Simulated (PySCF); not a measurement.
C2HAlN (SMILES [CH+]=C=[N][Al]) (charge +1, triplet)

```xyz
5

C    -1.9424   -1.6082   -0.1359
C    -1.2615   -1.0554   -1.1047
Al    0.4575    0.4099   -3.5637
N    -0.6408   -0.5511   -1.9930
H    -2.5034   -2.0706    0.6673
```

Geometry: PBE0-D3(BJ)/def2-SVP; ⟨S²⟩ = 2.05, above the pure value of 2.00.

Level of theory: Gaussian-basis quantum chemistry of an isolated molecule with PySCF, energy and nuclear gradient, functional PBE0 in PySCF 2.14.0.

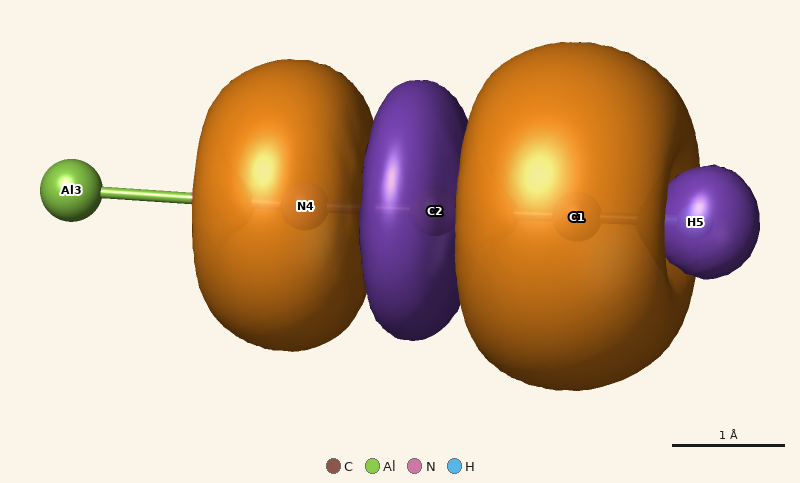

Figure 1. Isosurfaces of the spin density at +0.015 (orange) and −0.015 e/Å³ (purple), seen from one side.

Describe the spin distribution.

Answer. The unpaired spin (2 electrons) lies mostly on C1 (about 1.2) and N4 (about 0.7), in electrons by Hirshfeld's partition.

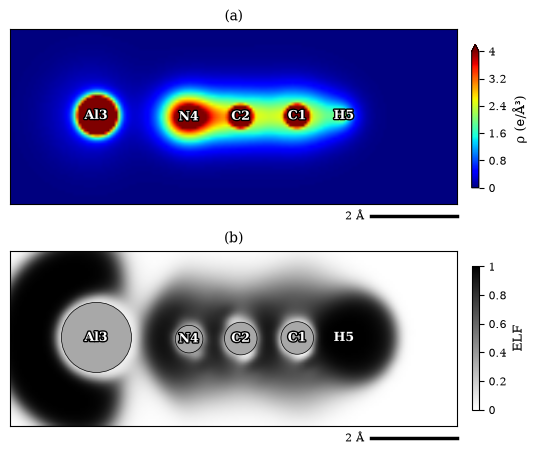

Figure 2. (a) electron density; (b) electron localisation function on a plane that holds the molecular axis. Grey discs cover the atomic cores in the ELF map.

Describe what can be read from this map.

Answer. Atoms in the plane: C, Al, N and H. C–N (1.20 Å): the density is about 3.3 e/Å³ at the midpoint; the ELF peaks at about 0.85 between the atoms; a multiple bond. C–C (1.31 Å): the density is about 2.4 e/Å³ at the midpoint; the ELF peaks at about 0.90 between the atoms; a multiple bond. Al–N (2.14 Å): the density is about 0.38 e/Å³ at the midpoint; the ELF peaks at about 0.95 in the valence shell of N, 0.6 Å from its nucleus, and is about 0.60 at the midpoint. C–H (1.08 Å): ρ at the midpoint is about 2.1 e/Å³; the ELF climbs to about 1 towards the hydrogen, as it does in any bond to H; an ordinary covalent bond to hydrogen.

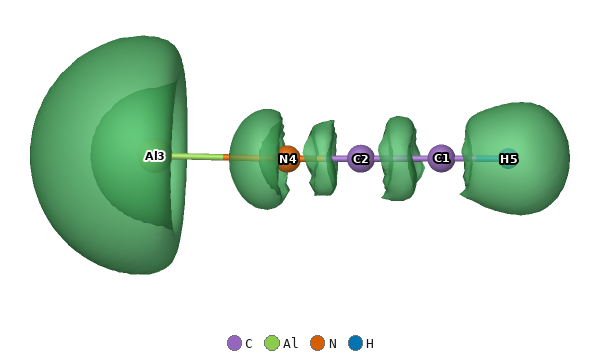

Figure 3. Isosurface of the ELF at 0.8 (green), seen from one side. Only the valence region is drawn (cores and ρ < 0.01 e/Å³ removed).

What do the ELF domains correspond to?

Answer. The surface consists of one region between bonded C–C atoms (shared pairs), one region between bonded C–N atoms (shared pairs), one region around a hydrogen nucleus, one lobe of the valence shell of N pointing towards Al and one region wrapped around Al (its valence shell).
